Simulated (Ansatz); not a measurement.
# Converging the plane-wave cutoff: SnSe2 (P3m1, 3 atoms in the cell)

```yaml
crystal:
  lattice:
    - [1.89928, -3.28966, 0.00000]
    - [1.89928, 3.28966, 0.00000]
    - [0.00000, 0.00000, 6.12158]
  atoms:
    - { symbol: Sn, position: [0.00000, 0.00000, 0.00817] }
    - { symbol: Se, position: [0.33333, 0.66667, 0.25000] }
    - { symbol: Se, position: [0.66667, 0.33333, 0.75000] }
```

Method of the run: LDA (PW92), default PAW files made with PBE (plane waves; Ansatz, a first-principles code).

Base settings: basis.ecutwfc = 420 eV; kpoints.mp_grid.grid = 8 8 4; hamiltonian.xc = lda; hamiltonian.pseudopotentials = {kind: paw} (the program's default PAW files); scf.occupations.method = fermi_dirac; scf.occupations.width = 0.05 eV.

The second cell is the first with its lattice scaled by 0.98.

The mesh stays at the base's, so the ladder's end is converged at best in this setting alone.

The first pressure column holds Ansatz's estimate of the finite-basis (Pulay) stress, which hides part of the cutoff error; the other is without it.

Only quantities that move along the ladder and can be compared are tabulated.

The count of work is k-points × plane waves × bands × iterations; it is no time. 

The starting cell has typed, rounded lattice constants, without a prior relaxation at this level. Its lattice was rescaled by up to half a per cent. One atom was moved a little off its site on purpose.

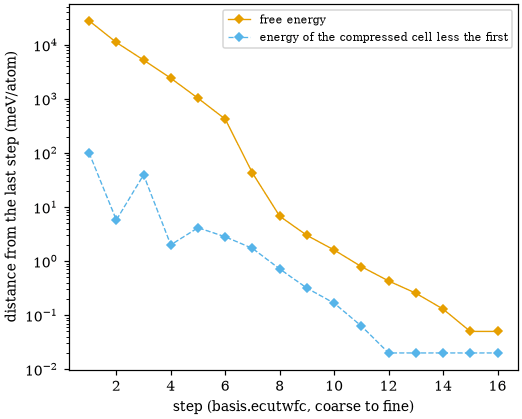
Figure: Distance from the last step along the ladder; very small values are drawn at a floor.

| basis.ecutwfc | free energy less the last step's (meV/atom) | energy of the compressed cell less the first (meV/atom) | pressure (GPa) | pressure without the Pulay estimate (GPa) | largest difference of a force vector from the last step's (eV/Å) | count of work / last |
|---|---|---|---|---|---|---|
| 145 eV | 27971.22 | 135.25 | 11.06 | -629.42 | 1.999 | 0.064 |
| 170 eV | 11120.03 | 29.15 | -1.93 | -293.15 | 0.643 | 0.077 |
| 190 eV | 5247.38 | 74.32 | 1.11 | -157.97 | 0.218 | 0.083 |
| 210 eV | 2419.06 | 36.90 | 1.77 | -84.32 | 0.124 | 0.096 |
| 230 eV | 1031.86 | 39.06 | 1.05 | -42.07 | 0.075 | 0.11 |
| 250 eV | 422.96 | 32.09 | 1.10 | -19.55 | 0.025 | 0.12 |
| 295 eV | 42.54 | 36.63 | 1.38 | -1.42 | 0.017 | 0.16 |
| 335 eV | 6.77 | 35.63 | 1.32 | 1.01 | 0.009 | 0.19 |
| 380 eV | 2.99 | 35.22 | 1.29 | 1.22 | 0.005 | 0.23 |
| 420 eV | 1.60 | 35.07 | 1.27 | 1.22 | 0.002 | 0.27 |
| 460 eV | 0.79 | 34.97 | 1.26 | 1.23 | 0.001 | 0.31 |
| 505 eV | 0.43 | 34.93 | 1.26 | 1.25 | 0.000 | 0.35 |
| 565 eV | 0.25 | 34.92 | 1.26 | 1.25 | 0.000 | 0.42 |
| 630 eV | 0.13 | 34.92 | 1.26 | 1.25 | 0.000 | 0.49 |
| 735 eV | 0.04 | 34.91 | 1.25 | 1.25 | 0.000 | 0.62 |
| 840 eV | 0.02 | 34.91 | 1.25 | 1.25 | 0.000 | 0.75 |
| 1010 eV | 0.00 | 34.91 | 1.25 | 1.25 | 0.000 | 1.0 |

Coarsest basis.ecutwfc that holds the pressure within 1 GPa of the last step, with all finer ones: 190 eV, at 0.083 of the last step's count of work; the step before is off by 3.2 GPa.

Coarsest basis.ecutwfc that holds the pressure without the Pulay estimate within 0.1 GPa of the last step, with all finer ones: 380 eV, at 0.23 of the last step's count of work; the step before is off by 0.24 GPa.

Coarsest basis.ecutwfc that holds the forces within 0.01 eV/Å of the last step, with all finer ones: 335 eV, at 0.19 of the last step's count of work; the step before is off by 0.017 eV/Å.

The energy difference between the two cells stays within 1 meV/atom of the last step's from 335 eV on, the total only from 460 eV on: much of the error is common to both cells and cancels.

At the lowest cutoff the pressure without the Pulay estimate lies 631 GPa under the last step's, the usual sign of Pulay stress in an incomplete plane-wave basis.

Keys are those of Ansatz 0.2.
